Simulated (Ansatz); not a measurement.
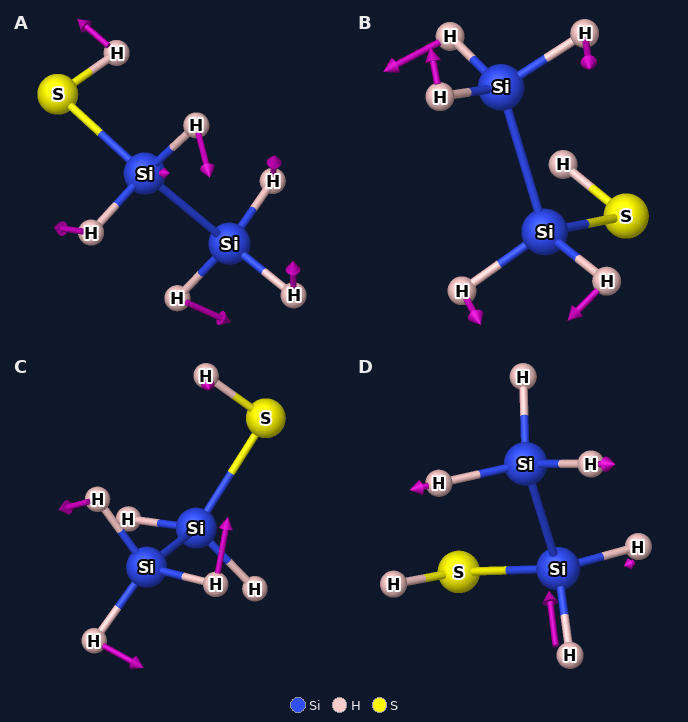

4 normal modes of one molecule or complex, as arrows. Harmonic vibrations computed with RKS PBE0-D4/def2-TZVP (Ansatz 0.2.0) at a stationary point of the same level.

**Match the panels to the wavenumbers 117 cm⁻¹, 543 cm⁻¹, 940 cm⁻¹, 2203 cm⁻¹.**

A: 543 cm⁻¹, angle bending
B: 940 cm⁻¹, H–Si–H bending
C: 117 cm⁻¹, a torsion or out-of-plane motion in which bond lengths and bond angles hardly change
D: 2203 cm⁻¹, Si–H stretching
